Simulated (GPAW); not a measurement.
# 1T-SiO2 monolayer: work function by functional and basis

Wanted: work functions and dipole of 1T-SiO2 monolayer, with the cost of each level. Where a layer proves gapped, the work function hangs on where the smearing puts the Fermi level, and the band edges take its place.

Main program and level: GPAW 26.7.0; GPAW, PAW setups; layer in a repeated cell with vacuum, relaxation of atoms and in-plane cell, in the first sound run; inputs show where later runs differ.

## 1. Starting point

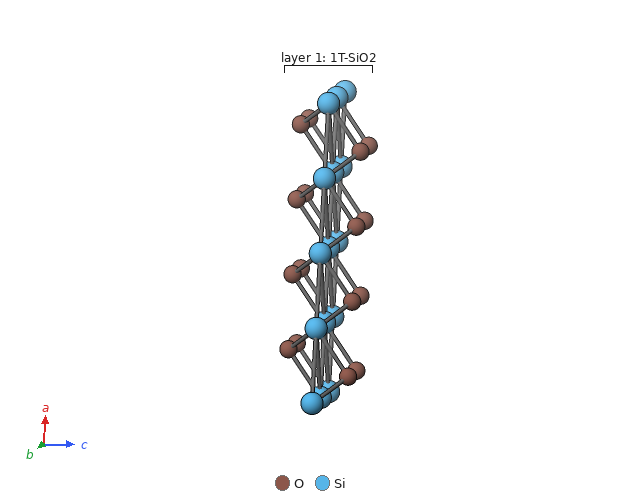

The cell as given, from the side, with the c axis across the page (oxygen brown, silicon blue). 4×2×1 cells are drawn. Some periodic images of atoms are drawn too.

The cell holds 3 atoms: 2 O and 1 Si. Cell: a = 2.422 Å, b = 2.422 Å, c = 19.859 Å, α = 90.0°, β = 90.0°, γ = 120.0°. Vacuum lies along c.

## 2. Relaxing the atoms

Forces are removed first; all later runs use this geometry.

run.py reads:

```python
import json
import numpy as np
from ase import Atoms
from ase.filters import FrechetCellFilter
from ase.optimize import BFGS
from gpaw import GPAW, PW

slab = Atoms(
    ['O', 'Si', 'O'],
    positions=[
        [1.21090, 0.69911, 9.00000],
        [0.00000, 0.00000, 9.92952],
        [-0.00000, 1.39823, 10.85904]],
    cell=[[2.4218, 0.0, 0.0], [-1.2109, 2.09734, 0.0], [0.0, 0.0, 19.859]],
    pbc=[True, True, True])

slab.calc = GPAW(mode=PW(600), xc='PBE', kpts={'size': (15, 15, 1), 'gamma': True},
                 occupations={'name': 'fermi-dirac', 'width': 0.05}, nbands='200%',
                 convergence={'density': 1e-05}, maxiter=200,
                 symmetry={'tolerance': 1e-3}, txt='slab.txt')
result = {}
# The in-plane cell is free; stress needs a cell that repeats along all three vectors
path = []
opt = BFGS(FrechetCellFilter(slab, mask=[1, 1, 0, 0, 0, 1]), maxstep=0.2)
opt.attach(lambda: path.append((slab.get_potential_energy(), slab.positions.tolist(), slab.get_forces().tolist())))
result['relaxed'] = bool(opt.run(fmax=0.02, steps=45))
result['path'] = path
result['cell'] = slab.cell.tolist()
print('in-plane lattice', slab.cell.cellpar().round(4)[[0, 1, 5]])
energy = slab.get_potential_energy()
fermi = slab.calc.get_fermi_level()
v = slab.calc.get_electrostatic_potential().mean((0, 1)) - fermi
n = slab.calc.get_pseudo_density().mean((0, 1))
L = slab.cell[2, 2]
z = np.arange(len(v)) * L / len(v)
low, high = slab.positions[:, 2].min(), slab.positions[:, 2].max()
below, above = np.interp([low - 6.8, high + 6.8], z, v)
slopes = [np.interp(x, z, np.gradient(v, z)) for x in (low - 6.8, high + 6.8)]
eps = np.array([[slab.calc.get_eigenvalues(k, s) for k in range(len(slab.calc.get_ibz_k_points()))]
                for s in range(slab.calc.get_number_of_spins())]) - fermi
top, bottom = eps[eps < 0].max(), eps[eps > 0].min()
dipole = slab.get_dipole_moment()[2]
print(f'energy {energy:.4f} eV, Fermi level {fermi:.4f} eV, dipole {dipole:.5f} e A')
print(f'potential 6.8 A off the faces, from the Fermi level: lower {below:.4f} eV, upper {above:.4f} eV')
print(f'slope of the potential there: lower {slopes[0]:.5f}, upper {slopes[1]:.5f} eV/A')
print(f'nearest levels on the mesh: {top:.4f} and {bottom:.4f} eV')
print('magnetic moment', round(slab.get_magnetic_moment(), 3))
result.update(energy=energy, fermi=fermi, dipole=dipole, below=below, above=above, slopes=slopes, edges=[top, bottom],
              z=z.tolist(), v=v.tolist(), n=n.tolist(), positions=slab.positions.tolist(),
              forces=slab.get_forces(apply_constraint=False).tolist(), moments=slab.get_magnetic_moments().tolist())
json.dump(result, open('result.json', 'w'))
```

Command:

```sh
> OMP_NUM_THREADS=1 OPENBLAS_NUM_THREADS=1 python run.py
```

The log of the run:

```text
Step          Energy          fmax
BFGS:    0      -21.097643        5.448178
BFGS:    1      -21.981269        3.412766
BFGS:    2      -22.585749        1.297684
BFGS:    3      -22.772550        1.142790
BFGS:    4      -22.855332        0.776544
BFGS:    5      -22.885787        0.286855
BFGS:    6      -22.887418        0.046753
BFGS:    7      -22.885508        0.007235
in-plane lattice [  2.6833   2.6833 120.    ]
energy -22.8855 eV, Fermi level -2.6336 eV, dipole 0.00030 e A
potential 6.8 A off the faces, from the Fermi level: lower 5.6968 eV, upper 5.6948 eV
slope of the potential there: lower -0.00006, upper 0.00096 eV/A
nearest levels on the mesh: -3.3587 and 3.3998 eV
magnetic moment 0.0
```

The job ended after 2.9 min (1 thread of Arm Neoverse V1, shared host; peak memory 0.31 GiB).

Numbers from this step:

| Quantity | Value |
| --- | --- |
| dipole along the normal | 3.01e-4 e·Å |
| levels nearest the Fermi level on the mesh | -3.359, 3.400 eV from the Fermi level |

Table of electrostatic potential energy of an electron (without an applied field's), less the Fermi level, planar mean by z:

```tsv
z (Å)	electrostatic potential energy of an electron (without an applied field's), less the Fermi level, planar mean (eV)
0	5.70
1	5.70
2	5.70
3	5.70
4	5.70
5	5.70
6	5.70
7	5.68
8	4.91
9	-16.8
10	-23.0
11	-12.6
12	5.23
13	5.68
14	5.69
15	5.69
16	5.69
17	5.69
18	5.70
19	5.70
```

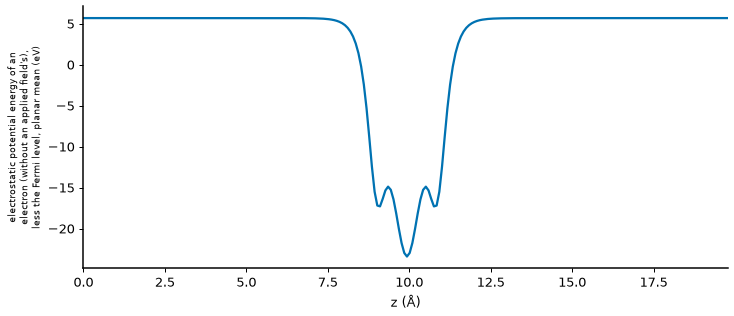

Electrostatic potential energy of an electron (without an applied field's), less the Fermi level, planar mean, plotted against z.

The pseudo valence density, planar mean by z:

```tsv
z (Å)	pseudo valence density, planar mean (e/Å³)
6	4.0e-5
7	0.00147
8	0.0672
9	1.19
10	0.389
11	1.08
12	0.0386
13	8.8e-4
14	2.4e-5
```

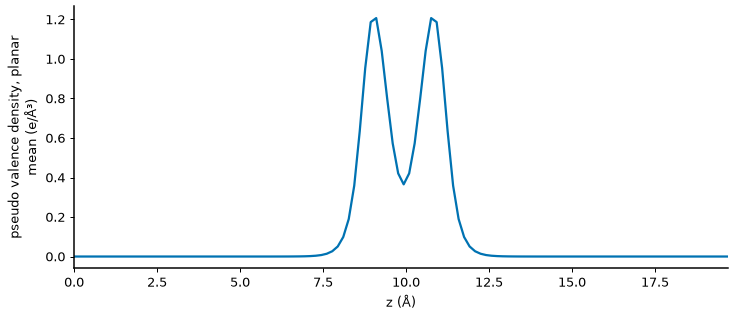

Pseudo valence density, planar mean, plotted against z.

The relaxation lowered the energy of the cell by 1.79 eV (energies extrapolated to zero smearing; the optimiser's log prints free energies). The largest force left on a free atom is 0.0024 eV/Å.

## 3. The slab's potential

With the geometry fixed, the planar mean of the potential gives the vacuum level on each side.

This step: GPAW, PAW setups; slab in vacuum (GPAW 26.7.0).

Changes to run.py since step 2:

```diff
@@ -3,4 +3,2 @@
 from ase import Atoms
-from ase.filters import FrechetCellFilter
-from ase.optimize import BFGS
 from gpaw import GPAW, PW
@@ -10,21 +8,14 @@
     positions=[
-        [1.21090, 0.69911, 9.00000],
-        [0.00000, 0.00000, 9.92952],
-        [-0.00000, 1.39823, 10.85904]],
-    cell=[[2.4218, 0.0, 0.0], [-1.2109, 2.09734, 0.0], [0.0, 0.0, 19.859]],
-    pbc=[True, True, True])
+        [1.34163, 0.77459, 9.00000],
+        [0.00000, 0.00000, 9.92810],
+        [0.00000, 1.54918, 10.85619]],
+    cell=[[2.68325, -0.0, 0.0], [-1.34163, 2.32377, 0.0], [0.0, 0.0, 19.8562]],
+    pbc=[True, True, False])
 
-slab.calc = GPAW(mode=PW(600), xc='PBE', kpts={'size': (15, 15, 1), 'gamma': True},
+slab.calc = GPAW(mode=PW(500), xc='PBE', kpts={'size': (15, 15, 1), 'gamma': True},
                  occupations={'name': 'fermi-dirac', 'width': 0.05}, nbands='200%',
                  convergence={'density': 1e-05}, maxiter=200,
+                 poissonsolver={'dipolelayer': 'xy'},
                  symmetry={'tolerance': 1e-3}, txt='slab.txt')
 result = {}
-# The in-plane cell is free; stress needs a cell that repeats along all three vectors
-path = []
-opt = BFGS(FrechetCellFilter(slab, mask=[1, 1, 0, 0, 0, 1]), maxstep=0.2)
-opt.attach(lambda: path.append((slab.get_potential_energy(), slab.positions.tolist(), slab.get_forces().tolist())))
-result['relaxed'] = bool(opt.run(fmax=0.02, steps=45))
-result['path'] = path
-result['cell'] = slab.cell.tolist()
-print('in-plane lattice', slab.cell.cellpar().round(4)[[0, 1, 5]])
 energy = slab.get_potential_energy()
```

The log of the run:

```text
energy -22.1964 eV, Fermi level -4.2528 eV, dipole -0.00007 e A
potential 6.8 A off the faces, from the Fermi level: lower 7.3175 eV, upper 7.3192 eV
slope of the potential there: lower -0.00073, upper 0.00073 eV/A
nearest levels on the mesh: -1.7375 and 4.9925 eV
magnetic moment 0.0
```

Elapsed: 19 s, on 1 thread; peak memory 0.18 GiB.

Numbers from this step:

```yaml
dipole_along_the_normal: -6.84e-5 e·Å
levels_nearest_the_fermi_level_on_the_mesh: -1.737, 4.992 eV from the Fermi level
upper_work_function: 7.319 eV
lower_work_function: 7.318 eV
upper_ionisation_energy: 9.057 eV
```

Table of electrostatic potential energy of an electron (without an applied field's), less the Fermi level, planar mean by z:

```tsv
z (Å)	electrostatic potential energy of an electron (without an applied field's), less the Fermi level, planar mean (eV)
0	7.32
1	7.32
2	7.32
3	7.32
4	7.32
5	7.31
6	7.31
7	7.29
8	6.51
9	-15.2
10	-21.3
11	-10.9
12	6.85
13	7.30
14	7.31
15	7.32
16	7.32
17	7.32
18	7.32
19	7.32
```

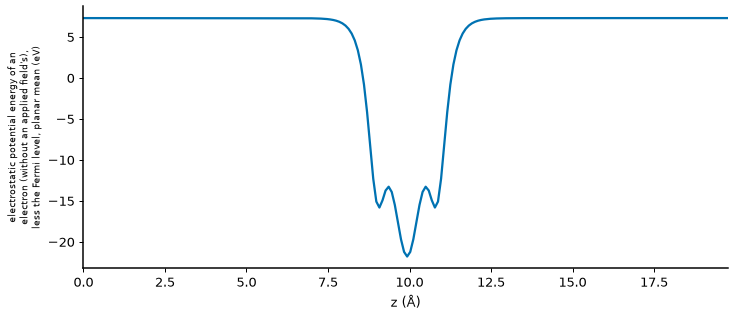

Electrostatic potential energy of an electron (without an applied field's), less the Fermi level, planar mean against z.

Table of pseudo valence density, planar mean by z:

```tsv
z (Å)	pseudo valence density, planar mean (e/Å³)
6	4.4e-5
8	0.0687
10	0.385
12	0.0388
14	2.6e-5
```

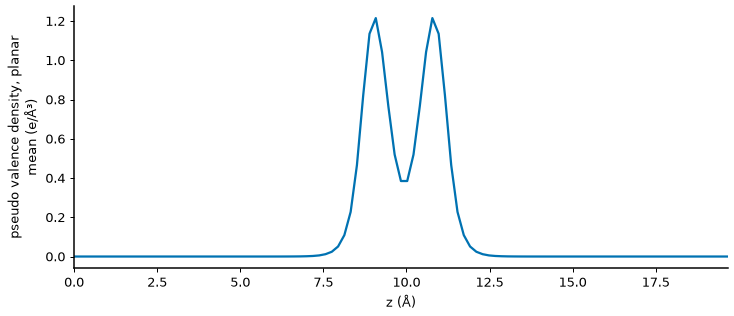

Pseudo valence density, planar mean against z.

The layer is gapped, so the Fermi level lies somewhere inside the gap, set by smearing and numerics, and these work functions are no property of the material; the band edges below the vacuum level are. The potential is flat to 7.3e-4 eV/Å where it is read, so the vacuum is wide enough.

## 4. Self-consistent run: xc = "revPBE"

The same geometry under revPBE, to see how far the functional moves the levels against the vacuum.

Changes to run.py since step 3:

```diff
@@ -14,3 +14,3 @@
 
-slab.calc = GPAW(mode=PW(500), xc='PBE', kpts={'size': (15, 15, 1), 'gamma': True},
+slab.calc = GPAW(mode=PW(500), xc='revPBE', kpts={'size': (15, 15, 1), 'gamma': True},
                  occupations={'name': 'fermi-dirac', 'width': 0.05}, nbands='200%',
```

The log of the run:

```text
energy -21.2237 eV, Fermi level -4.1364 eV, dipole -0.00007 e A
potential 6.8 A off the faces, from the Fermi level: lower 7.1940 eV, upper 7.1957 eV
slope of the potential there: lower -0.00073, upper 0.00073 eV/A
nearest levels on the mesh: -1.7314 and 5.0523 eV
magnetic moment 0.0
```

Elapsed: 19 s, on 1 thread; peak memory 0.18 GiB.

Numbers from this step:

| Property | Result |
| --- | --- |
| dipole along the normal | -6.83e-5 e·Å |
| levels nearest the Fermi level on the mesh | -1.731, 5.052 eV from the Fermi level |
| upper work function | 7.196 eV |
| lower work function | 7.194 eV |
| upper ionisation energy | 8.927 eV |

Electrostatic potential energy of an electron (without an applied field's), less the Fermi level, planar mean against z:

```tsv
z (Å)	electrostatic potential energy of an electron (without an applied field's), less the Fermi level, planar mean (eV)
0	7.20
2	7.19
4	7.19
6	7.19
8	6.40
10	-21.4
12	6.73
14	7.19
16	7.19
18	7.20
```

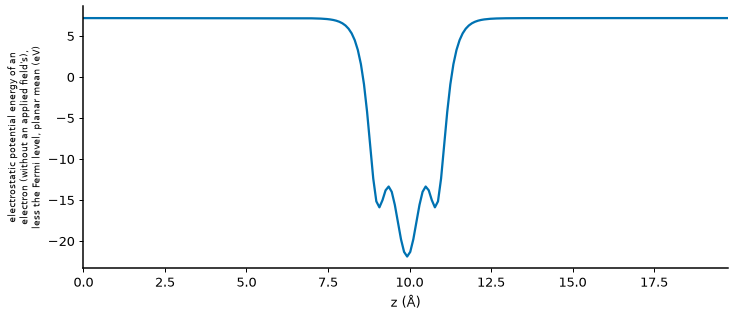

Electrostatic potential energy of an electron (without an applied field's), less the Fermi level, planar mean, plotted against z.

The pseudo valence density, planar mean by z:

```tsv
z (Å)	pseudo valence density, planar mean (e/Å³)
6	4.6e-5
7	0.00145
8	0.0682
9	1.18
10	0.384
11	1.08
12	0.0384
13	8.8e-4
14	2.7e-5
```

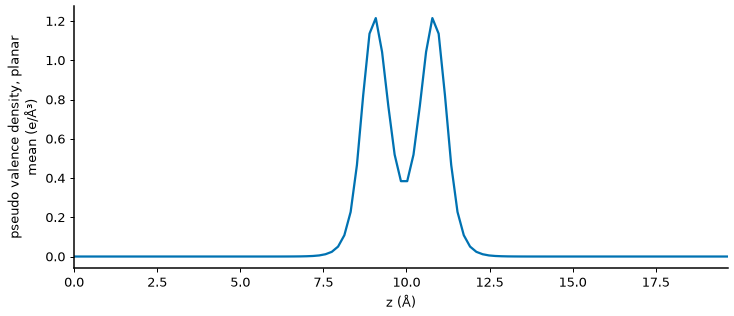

Pseudo valence density, planar mean against z.

Force by atom:

```tsv
atom	x (eV/Å)	y (eV/Å)	z (eV/Å)	size
O1	0.000	0.000	-0.193	0.193
Si2	0.000	0.000	0.000	0.000
O3	0.000	0.000	0.193	0.193
```

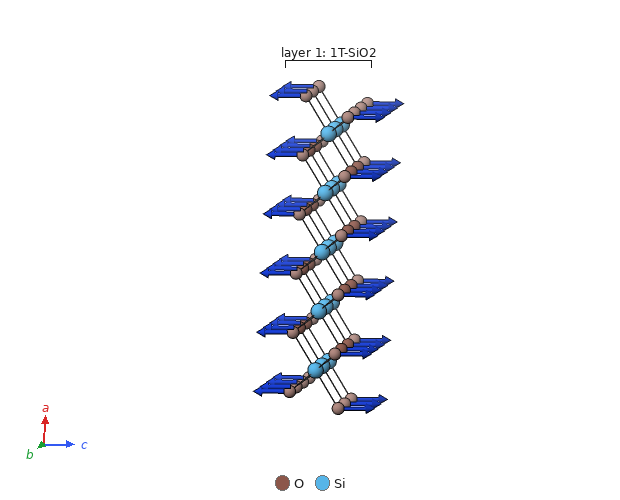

Force as arrows, the longest 0.193 eV/Å. 4×2×1 cells are drawn. Some periodic images of atoms are drawn too.

The highest filled level lies 1.73 eV under the Fermi level, so the ionisation energy from the upper face is 7.196 + 1.73 = 8.927 eV, against 9.057 eV in the base run.

## 5. OptPBE vdW: xc = "optPBE-vdW"

The same geometry under optPBE-vdW, to see how far the functional moves the levels against the vacuum (the van der Waals functionals take revPBE setups).

Changes to run.py since step 4:

```diff
@@ -14,3 +14,3 @@
 
-slab.calc = GPAW(mode=PW(500), xc='revPBE', kpts={'size': (15, 15, 1), 'gamma': True},
+slab.calc = GPAW(mode=PW(500), xc='optPBE-vdW', kpts={'size': (15, 15, 1), 'gamma': True},
                  occupations={'name': 'fermi-dirac', 'width': 0.05}, nbands='200%',
```

The log of the run:

```text
energy -31.9739 eV, Fermi level -4.4036 eV, dipole -0.00007 e A
potential 6.8 A off the faces, from the Fermi level: lower 7.5046 eV, upper 7.5062 eV
slope of the potential there: lower -0.00074, upper 0.00074 eV/A
nearest levels on the mesh: -1.8441 and 4.9247 eV
magnetic moment 0.0
```

The job ended after 26 s (1 thread; peak memory 0.3 GiB).

Numbers from this step:

```yaml
dipole_along_the_normal: -6.82e-5 e·Å
levels_nearest_the_fermi_level_on_the_mesh: -1.844, 4.925 eV from the Fermi level
upper_work_function: 7.506 eV
lower_work_function: 7.505 eV
upper_ionisation_energy: 9.350 eV
```

Table of electrostatic potential energy of an electron (without an applied field's), less the Fermi level, planar mean by z:

```tsv
z (Å)	electrostatic potential energy of an electron (without an applied field's), less the Fermi level, planar mean (eV)
0	7.51
2	7.50
4	7.50
6	7.50
8	6.65
10	-21.5
12	7.00
14	7.50
16	7.50
18	7.51
```

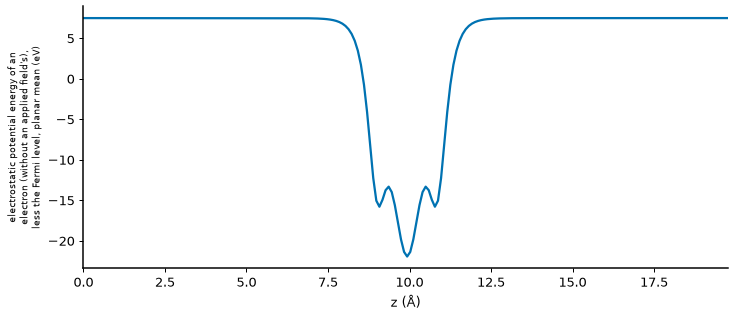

Electrostatic potential energy of an electron (without an applied field's), less the Fermi level, planar mean against z.

The highest filled level lies 1.84 eV under the Fermi level, so the ionisation energy from the upper face is 7.506 + 1.84 = 9.350 eV, against 9.057 eV in the base run.

## 6. Self-consistent run: xc = "RPBE"

The same geometry under RPBE, to see how far the functional moves the levels against the vacuum.

Changes to run.py since step 5:

```diff
@@ -14,3 +14,3 @@
 
-slab.calc = GPAW(mode=PW(500), xc='optPBE-vdW', kpts={'size': (15, 15, 1), 'gamma': True},
+slab.calc = GPAW(mode=PW(500), xc='RPBE', kpts={'size': (15, 15, 1), 'gamma': True},
                  occupations={'name': 'fermi-dirac', 'width': 0.05}, nbands='200%',
```

The log of the run:

```text
energy -21.0777 eV, Fermi level -4.1618 eV, dipole -0.00007 e A
potential 6.8 A off the faces, from the Fermi level: lower 7.2244 eV, upper 7.2260 eV
slope of the potential there: lower -0.00073, upper 0.00073 eV/A
nearest levels on the mesh: -1.6988 and 5.0677 eV
magnetic moment 0.0
```

Run time: 19 s. Hardware: 1 thread; peak memory 0.19 GiB.

This step gave:

```
dipole along the normal                    : -6.83e-5 e·Å
levels nearest the Fermi level on the mesh : -1.699, 5.068 eV from the Fermi level
upper work function                        : 7.226 eV
lower work function                        : 7.224 eV
upper ionisation energy                    : 8.925 eV
```

The electrostatic potential energy of an electron (without an applied field's), less the Fermi level, planar mean by z:

```tsv
z (Å)	electrostatic potential energy of an electron (without an applied field's), less the Fermi level, planar mean (eV)
0	7.23
1	7.22
2	7.22
3	7.22
4	7.22
5	7.22
6	7.22
7	7.20
8	6.41
9	-15.3
10	-21.4
11	-11.0
12	6.75
13	7.21
14	7.22
15	7.22
16	7.22
17	7.23
18	7.23
19	7.23
```

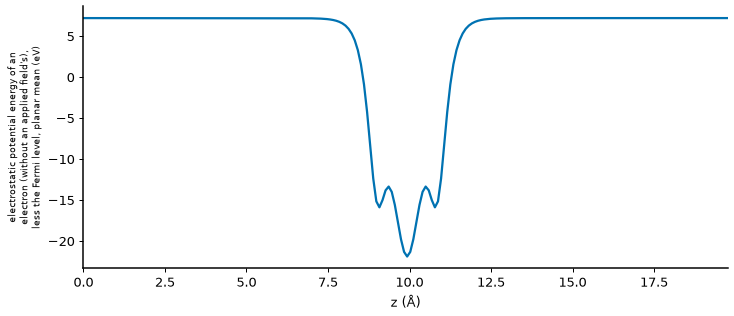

Electrostatic potential energy of an electron (without an applied field's), less the Fermi level, planar mean against z.

The highest filled level lies 1.70 eV under the Fermi level, so the ionisation energy from the upper face is 7.226 + 1.70 = 8.925 eV, against 9.057 eV in the base run.

## 7. Self-consistent run: xc = "LDA"

The same geometry under LDA, to see how far the functional moves the levels against the vacuum.

Changes to run.py since step 6:

```diff
@@ -14,3 +14,3 @@
 
-slab.calc = GPAW(mode=PW(500), xc='RPBE', kpts={'size': (15, 15, 1), 'gamma': True},
+slab.calc = GPAW(mode=PW(500), xc='LDA', kpts={'size': (15, 15, 1), 'gamma': True},
                  occupations={'name': 'fermi-dirac', 'width': 0.05}, nbands='200%',
```

The log of the run:

```text
energy -24.6992 eV, Fermi level -4.5100 eV, dipole -0.00007 e A
potential 6.8 A off the faces, from the Fermi level: lower 7.5835 eV, upper 7.5852 eV
slope of the potential there: lower -0.00074, upper 0.00074 eV/A
nearest levels on the mesh: -1.8061 and 4.8990 eV
magnetic moment 0.0
```

Wall time 17 s (1 thread); peak memory 0.18 GiB.

Numbers from this step:

| Property | Result |
| --- | --- |
| dipole along the normal | -6.84e-5 e·Å |
| levels nearest the Fermi level on the mesh | -1.806, 4.899 eV from the Fermi level |
| upper work function | 7.585 eV |
| lower work function | 7.584 eV |
| upper ionisation energy | 9.391 eV |

The highest filled level lies 1.81 eV under the Fermi level, so the ionisation energy from the upper face is 7.585 + 1.81 = 9.391 eV, against 9.057 eV in the base run.

## 8. Self-consistent run: xc = "vdW-DF2"

The same geometry under vdW-DF2, to see how far the functional moves the levels against the vacuum (the van der Waals functionals take revPBE setups).

Changes to run.py since step 7:

```diff
@@ -14,3 +14,3 @@
 
-slab.calc = GPAW(mode=PW(500), xc='LDA', kpts={'size': (15, 15, 1), 'gamma': True},
+slab.calc = GPAW(mode=PW(500), xc='vdW-DF2', kpts={'size': (15, 15, 1), 'gamma': True},
                  occupations={'name': 'fermi-dirac', 'width': 0.05}, nbands='200%',
```

The log of the run:

```text
energy -67.2115 eV, Fermi level -4.7272 eV, dipole -0.00007 e A
potential 6.8 A off the faces, from the Fermi level: lower 7.8668 eV, upper 7.8684 eV
slope of the potential there: lower -0.00078, upper 0.00078 eV/A
nearest levels on the mesh: -1.7318 and 4.8039 eV
magnetic moment 0.0
```

Wall time 26 s (1 thread); peak memory 0.3 GiB.

Numbers from this step:

```yaml
dipole_along_the_normal: -6.81e-5 e·Å
levels_nearest_the_fermi_level_on_the_mesh: -1.732, 4.804 eV from the Fermi level
upper_work_function: 7.868 eV
lower_work_function: 7.867 eV
upper_ionisation_energy: 9.600 eV
```

The highest filled level lies 1.73 eV under the Fermi level, so the ionisation energy from the upper face is 7.868 + 1.73 = 9.600 eV, against 9.057 eV in the base run.

[end of part 1 of 2]

[Logs are printed without paths, hosts, clocks, repeated set-up lines and the standing remarks that a program may print on its own settings, such as how far it seeks lower states.]

[Hosts, paths, dates, database ids (printed as entryN), source tags and the programs' standing remarks are cut or masked in the printed files.]
